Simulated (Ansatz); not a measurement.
**PBE-QIDH/aug-cc-pVTZ run of H2O (water)**

What is the vertical electron affinity of H2O (water) at PBE-QIDH/aug-cc-pVTZ? 

The results are computed with Ansatz 0.2.0.

### 1 The system as given

The species is H2O (3 atoms), typed as a singlet with charge 0. SMILES: `O`. Geometry: relaxed at PBE0-D4/def2-TZVP.

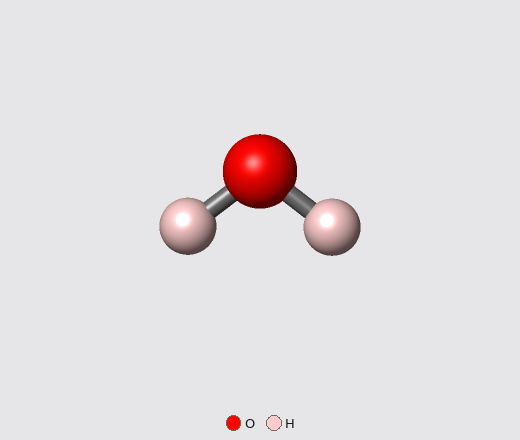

The structure, seen from a chosen angle (oxygen red, hydrogen pink).

### 2 The energy at PBE-QIDH/aug-cc-pVTZ

job.yaml reads:

```yaml
crystal:
  periodic: [false, false, false]
  atoms:
    - {symbol: O, position_ang: [-0.302700, 0.200200, -0.140600]}
    - {symbol: H, position_ang: [0.466500, 0.548400, 0.315300]}
    - {symbol: H, position_ang: [-0.163800, -0.748600, -0.174700]}
basis:
  gaussian:
    orbitals: aug-cc-pVTZ
correlation:
  frozen_orbitals: {H: 0, O: 1}
hamiltonian:
  xc: {name: PBE-QIDH}
output:
  orbitals: {seedname: orbitals}
accuracy: high
```

Started as:

```
$ ansatz run job.yaml --threads 1 --pin off --max-ram 3480MiB --events-out events.jsonl --progress --plain --runs-dir runs
```

The program printed:

```text
Warning: RAYON_NUM_THREADS=1 ignored (pool sized by the plan → 1); use --threads N
Functional definition: PBE-QIDH
  name "PBE-QIDH"
  parameter a = 3^(-1/3)
  parameter c = 1/3
  exchange = (1 - a)*pbe_x + a*exact_x
  correlation = (1 - c)*pbe_c + c*(mp2_os + mp2_ss)
1351 factors; integrals over basis functions are off by at most 2.9e-9 eV
mean field evaluation 1: about -2073.0678 eV, gradient 3.9e1 eV
mean field evaluation 2: about -2073.0679 eV, gradient 3.9e1 eV
mean field evaluation 4: about -2075.5352 eV, gradient 9.7e-1 eV
mean field evaluation 8: about -2075.5382 eV, gradient 8.0e-3 eV
mean field evaluation 16: about -2075.5382 eV, gradient 4.6e-7 eV
mean field -2075.53819479 eV, -76.2746218081 hartree, gradient 1.5e-8 eV, S^2 0.000000; 0 other end points of the search recorded, 0 dependent functions left out
1 core orbitals not correlated: weight in the atoms' cores, before any rotation towards them, 1.000 or more for the frozen orbitals, at most 0.000 for the correlated occupied ones
reference -2075.53819583 eV, -76.2746218464 hartree; 4, 4 occupied and 87, 87 virtual orbitals, 1351 factors
second order -8.08543376 eV of doubles, -0.00000000 eV of singles
Total energy: -2078.23334042 eV, -76.3736665831 hartree
```

Run time: 2.3 s. Hardware: 1 thread of Arm Neoverse V2, shared host; peak memory 0.16 GiB.

### 3 The doublet anion at the same level

Changes to job.yaml since step 2:

```diff
@@ -9,8 +9,11 @@
     orbitals: aug-cc-pVTZ
+total_charge: -1
+magnetization:
+  spin_polarized: true
+  initial_magnetization: 1
+hamiltonian:
+  xc: {name: PBE-QIDH}
 correlation:
   frozen_orbitals: {H: 0, O: 1}
-hamiltonian:
-  xc: {name: PBE-QIDH}
-output:
-  orbitals: {seedname: orbitals}
 accuracy: high
+output: {orbitals: {seedname: orbitals}}
```

Started as:

```
$ ansatz run job.yaml --threads 1 --pin off --max-ram 3480MiB --events-out events.jsonl --progress --plain --runs-dir runs
```

The program printed (excerpt; [...] marks lines left out):

```text
Warning: RAYON_NUM_THREADS=1 ignored (pool sized by the plan → 1); use --threads N
[... 2 set-up lines as earlier in the session ...]
[...]
1351 factors; integrals over basis functions are off by at most 2.9e-9 eV
[...]
mean field -2074.91627142 eV, -76.2517665460 hartree, gradient 6.0e-8 eV, S^2 0.750143; 2 other end points of the search recorded, 0 dependent functions left out
1 core orbitals not correlated: weight in the atoms' cores, before any rotation towards them, 1.000 or more for the frozen orbitals, at most 0.000 for the correlated occupied ones
reference -2074.91627219 eV, -76.2517665744 hartree; 5, 4 occupied and 86, 87 virtual orbitals, 1351 factors
second order -8.27077397 eV of doubles, -0.00000000 eV of singles
Total energy: -2077.67319685 eV, -76.3530816868 hartree
```

Wall time 4.5 s (1 thread of Arm Neoverse V2, shared host); peak memory 0.19 GiB.

### 4 Summary of results

Level: PBE-QIDH/aug-cc-pVTZ, 1 core orbital frozen.

```
                                                               quantity         value
                                              singlet H2O: total energy  -76.37367 Eh
                         singlet H2O: HOMO energy (SCF part's orbitals)     -12.13 eV
                         singlet H2O: LUMO energy (SCF part's orbitals)       0.43 eV
                       singlet H2O: HOMO–LUMO gap (SCF part's orbitals)      12.56 eV
                                            doublet anion: total energy  -76.35308 Eh
doublet anion: HOMO energy (SCF part's orbitals) (highest over α and β)       1.01 eV
 doublet anion: LUMO energy (SCF part's orbitals) (lowest over α and β)       3.34 eV
                                                    doublet anion: ⟨S²⟩         0.750
                      vertical electron affinity (to the doublet anion)     -0.560 eV
```

**Reading.** The anion lies 0.56 eV (54.0 kJ/mol) above the neutral: the electron isn't bound at this level, and such a value depends on the basis. The HOMO of this anion lies above zero, so its frontier levels hang on the basis. The HOMO (doublet anion) lies at positive energy, 1.01 eV: either the electron is unbound or self-interaction and a compact basis push the level up; values depend on the basis.
